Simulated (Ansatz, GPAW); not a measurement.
**SrLiCl3 (Pm-3m): refractive index against wavelength**

The refractive index of SrLiCl3 (Pm-3m) below the direct gap (4.21 eV on the mesh) is read from one computed spectrum, n = √(Re ε).

It takes space group Pm-3m (No. 221, cubic). The conventional cell has a = 4.805 Å, b = 4.805 Å, c = 4.805 Å, α = 90.00°, β = 90.00°, γ = 90.00°. Sr on site a has 12 Cl at 3.40 Å as nearest neighbours. Cl on site c is surrounded by 2 Li at 2.40 Å. Around Li on site b lie 6 Cl at 2.40 Å.

Method: GPAW 26.7.0, PBE, RPA, k-mesh 6×6×6, local fields up to 80 eV, Lorentzian half width 0.1 eV.

Launch of the response step: `OMP_NUM_THREADS=1 python df.py`. The run took 45 s, its band step included, on 1 thread of Intel(R) Xeon(R) 6975P-C (Granite Rapids), with other jobs on the host.

```
wavelength (nm)  photon energy E (eV)       n
           1310                 0.946  1.7453
           1064                 1.165  1.7492
            850                 1.459  1.7558
            700                 1.771  1.7649
            633                 1.959  1.7714
            532                 2.331  1.7870
            450                 2.755       ?
```

In the single-oscillator model n² − 1 = E₀E_d/(E₀² − E²), so 1/(n² − 1) = E₀/E_d − E²/(E₀E_d) is linear in E².

Working, on the rows shown:

| x = E² (eV²) | y = 1/(n² − 1) |
| --- | --- |
| 0.895757 | 0.488741 |
| 1.35784 | 0.485507 |
| 2.12762 | 0.480115 |
| 3.13716 | 0.472842 |
| 3.83641 | 0.467758 |
| 5.43137 | 0.45592 |

Means: x̄ = 2.7977, ȳ = 0.47515. Σ(x − x̄)(y − ȳ) = -0.1032, Σ(x − x̄)² = 14.27. Slope = -0.1032 / 14.27 = -0.007232; intercept = ȳ − slope · x̄ = 0.49538. Turned back into n, the line misses the rows shown by at most 0.00024.

What does the fit predict for the withheld row, and how well does it do?

At x = 7.5912 the line gives y = 0.44048, that is 1.8084. The run gave 1.8101, so the extrapolation is off by 0.0017, 3 % of the range in the table.

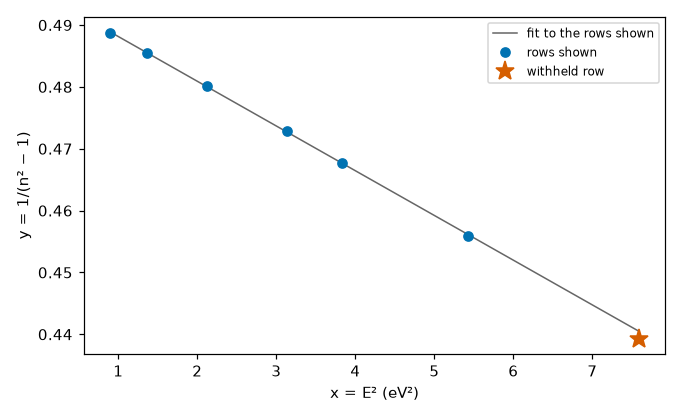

Refitted with all rows, the slope is -0.007377 and the intercept 0.49571. These give E₀ = √(intercept/−slope) = 8.20 eV and E_d = E₀/intercept = 16.5 eV; E₀ is 1.9 times the direct gap. The electronic limit at long wavelengths, without lattice vibrations, is n = √(1 + 1/intercept) = 1.737. The structure is a model and need not exist. Excitons are left out; PBE gaps are as a rule too small. The values come from a sum over the points of one k-mesh and carry its error, which grows as the direct gap shrinks. Spin-orbit coupling is left out.

[Logs are printed without paths, hosts, clocks, repeated set-up lines and the standing remarks that a program may print on its own settings, such as how far it seeks lower states.]
